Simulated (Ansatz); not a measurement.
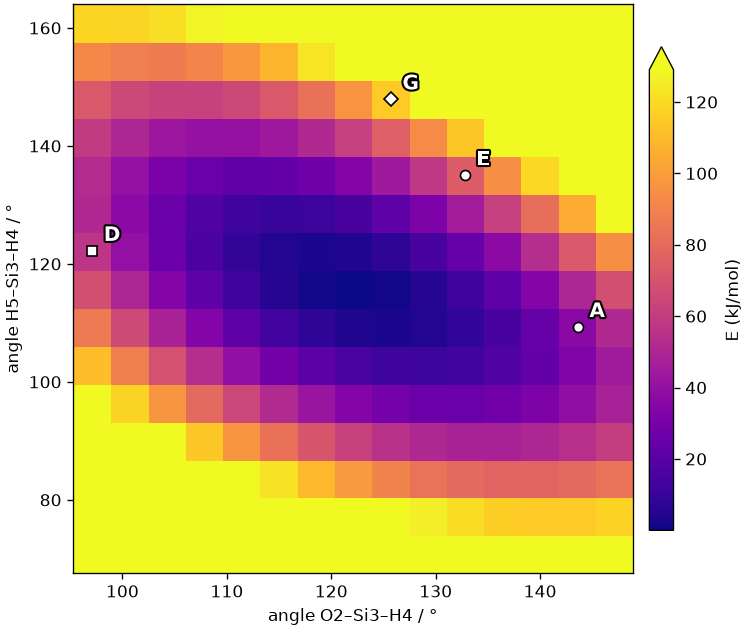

H2NaOSi, SMILES [Na][O][SiH2+], charge +1. First axis: angle O2–Si3–H4. Second axis: angle H5–Si3–H4. Nothing is relaxed (all other coordinates rigid). The scan uses a 15 × 15 grid; 216 points were computed and 9 follow by symmetry. Points are written as (first, second). All energies are given in kJ/mol relative to the relaxed molecule at the same level. Method: RHF/def2-TZVP (Ansatz 0.2.0).

Drawn: one coloured cell a grid point, one colour for all values above the top of the scale, lettered points.

Is E the lowest point of the computed grid?

No. E lies 74 kJ/mol above the lowest grid point, which is at (122.1°, 115.8°).

What kind of point is each of A, E, G: minimum, saddle, maximum or slope?

A: on a slope; E: on a slope; G: on a slope. (In these two coordinates alone; a stationary point may lie a little off the grid point.)

Rank the lettered points by energy, lowest first.

A (37 kJ/mol), D (57 kJ/mol), E (74 kJ/mol), G (115 kJ/mol).
